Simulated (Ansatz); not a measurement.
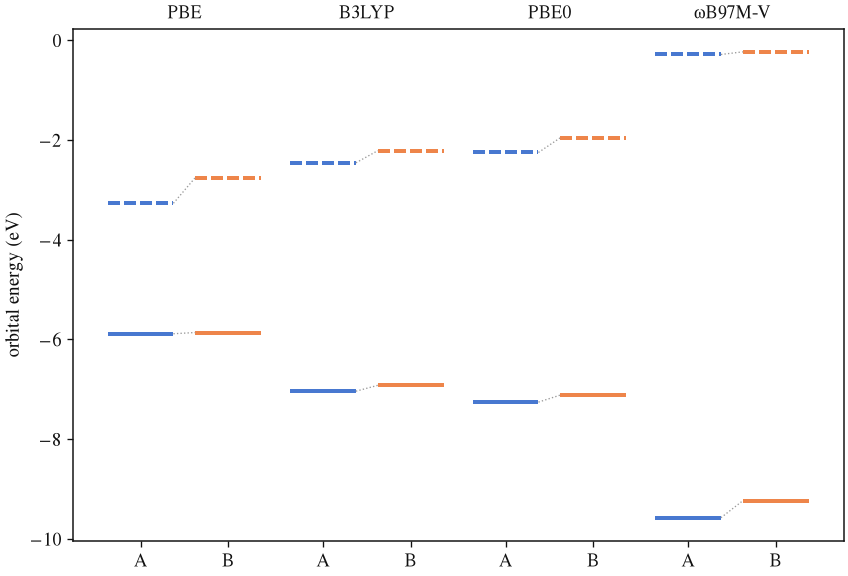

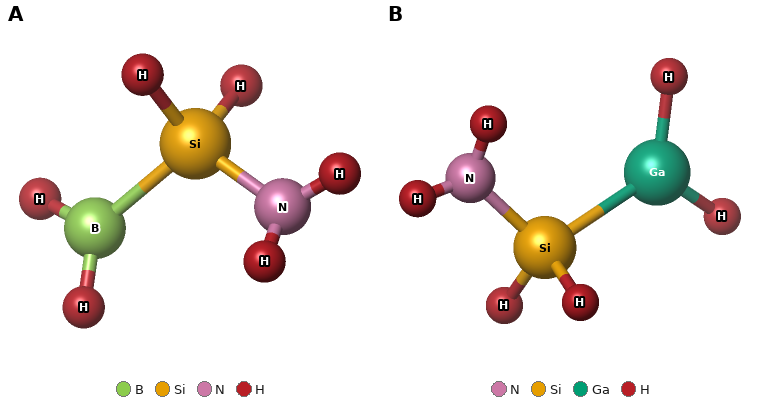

One change: A, BSiNH₆ (SMILES B[SiH2]N), becomes B, GaSiNH₆ (SMILES N[SiH2][GaH2]). BH₂ on Si is replaced by GaH₂. HOMO (solid) and LUMO (dashed) computed in def2-TZVPP at PBE0-D4/def2-TZVP geometries, both minima by their frequencies, gas phase, the Ansatz code 0.2.0.

Question: What does the change do to HOMO and LUMO?

Answer: PBE: the HOMO rises by 0.02 eV, the LUMO rises by 0.52 eV, and the separation goes from 2.62 to 3.11 eV. B3LYP: the HOMO rises by 0.12 eV, the LUMO rises by 0.24 eV, and the separation goes from 4.58 to 4.71 eV. PBE0: the HOMO rises by 0.14 eV, the LUMO rises by 0.30 eV, and the separation goes from 5.01 to 5.16 eV. ωB97M-V: the HOMO rises by 0.34 eV, the LUMO rises by 0.05 eV, and the separation goes from 9.29 to 9.00 eV.

Question: Do the functionals agree on the effect?

Answer: They agree on the direction for both levels; the HOMO shift lies between 0.02 and 0.34 eV and the LUMO shift between 0.05 and 0.52 eV, while the separations themselves differ by up to 6.7 eV between functionals.
